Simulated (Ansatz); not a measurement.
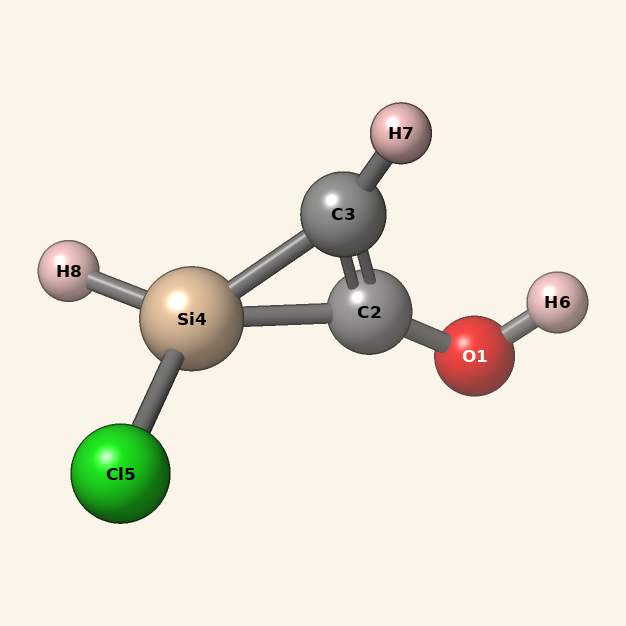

Atoms fade into the background with distance from the viewer. The geometry was computed by an optimisation with PBE-D4/def2-SVP. No frequency run is at hand to confirm it as a minimum.

Which atoms or bonds are stereogenic?

Answer. Centres: Si4.

Give the R/S and E/Z labels.

Answer. Si4: S (priorities Cl5 > C2 > C3 > H8).
